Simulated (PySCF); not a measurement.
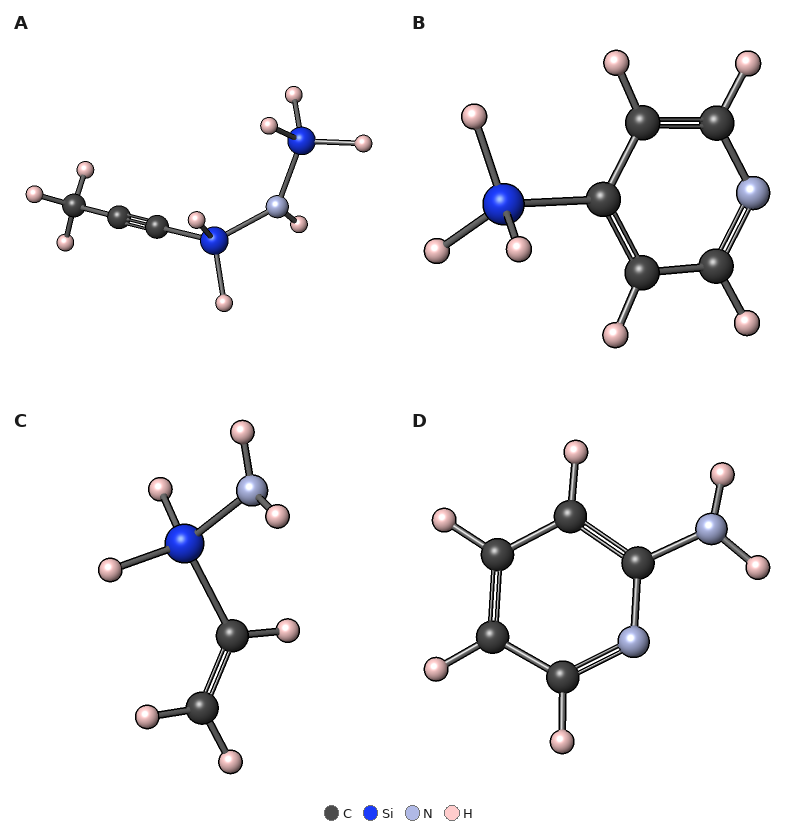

Source: calculation with PySCF.

```xyz
11
charge 0, multiplicity 1
C    -2.1158   -0.0069   -0.4381
C    -1.0244    0.0751    0.3319
Si    0.5758   -0.7968   -0.0773
N     1.8692    0.3553   -0.1092
H    -3.0528    0.5025   -0.1848
H    -2.1220   -0.5939   -1.3643
H    -1.0755    0.6822    1.2459
H     0.9510   -1.7953    0.9720
H     0.3192   -1.5505   -1.3541
H     2.8250    0.0293   -0.0202
H     1.8190    1.1446   -0.7440
```

### Which picture belongs to the input above?

C. The file holds C2H7NSi, `C=C[SiH2]N`.
